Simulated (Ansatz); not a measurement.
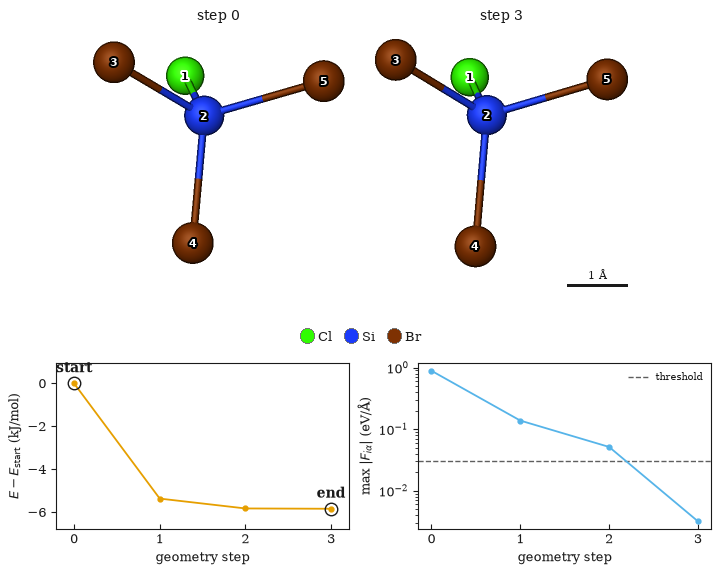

First and last geometry of a relaxation of SiBr$_{3}$Cl (coarse preliminary run), with the history of the run. The picture is a ball-and-stick view, seen at a tilt.

The start comes from a force field.

All numbers below come from RKS PBE-D4/def2-SVP (Ansatz). Settings: force threshold 0.03 eV/Å; at most 200 steps.

What do the curves and the structures tell?

Answer. It converged. The atom that moves furthest after the best rigid fit is Br4 (0.071 Å). Largest moves by element: Br 0.071 Å, Cl 0.037 Å, Si 0.026 Å. Near-neighbour distances that change, for instance: Si2–Br4 2.155 → 2.218 Å, Si2–Br3 2.186 → 2.218 Å, Cl1–Si2 2.043 → 2.060 Å, Si2–Br5 2.210 → 2.218 Å. Bond angles that change, for instance: Cl1–Si2–Br4 112.0° → 109.2°. The energy falls by 5.84 kJ/mol in 3 geometry steps. The largest force component goes from 0.89 to 0.0032 eV/Å.

```
step  E − E(0), kJ/mol  largest force component, eV/Å
   0              0.00                         0.8901
   1             -5.37                         0.1381
   2             -5.83                         0.0515
   3             -5.84                         0.0032
```
